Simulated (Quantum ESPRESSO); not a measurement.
A computed O K-edge spectrum of one site in a crystal of Ni and O, with its zero at a photon energy of about 530.2 eV (raw 539.1 eV, less 8.9 eV of added terms; uncertain by a few eV). Method: Quantum ESPRESSO XSpectra, PBE + U, full core hole (charged cell) in a small cell, dipole transitions, broadening that rises with energy.

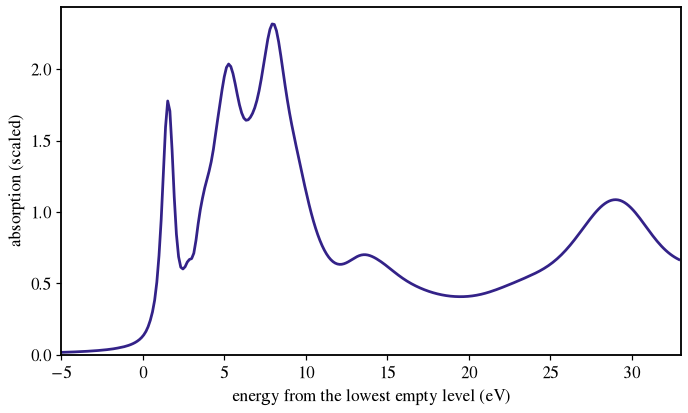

Energy from the lowest empty level; intensity scaled to a mean of 1 over the first 20 eV.

Question: Which coordination does this site have?

A K edge sees empty p states; the first features are O p mixed into the empty d states of the Ni neighbours, and the broad ones above probably into the cations' higher empty bands. It is atom 3 of NiO (Fm-3m), with 6 Ni at 2.09 Å (octahedral, site symmetry m-3m). Its main maxima below 24 eV lie at 1.5 eV (1.78), 5.3 eV (2.04), 7.9 eV (2.32) and 13.5 eV (0.70). A near-edge spectrum doesn't fix the structure by itself; it is matched against candidates. The spins start antiferromagnetically in a simple order, which needn't be the measured one; gap and edge can depend on it. The holes are only 5.9 Å apart, so the shape is probably not converged with cell size; no larger cell was run here. Lifetime broadening is put in by hand, and intensities beyond about 20 eV depend on it and on the partial waves; weight that the partial waves miss at high energy is lost. The structure is a published determination, not relaxed.

[Hosts, paths, dates, database ids (printed as entryN), source tags and the programs' standing remarks are cut or masked in the printed files.]

[Lists of maxima count a maximum above −3 eV only where it reaches 4 % of the highest in the window and stands out from its surroundings by 2 % of it (1.5 % where it reaches 55 %); shoulders and weaker maxima are passed over, and of the rest the first, up to two pre-edge ones and the few strongest are named.]
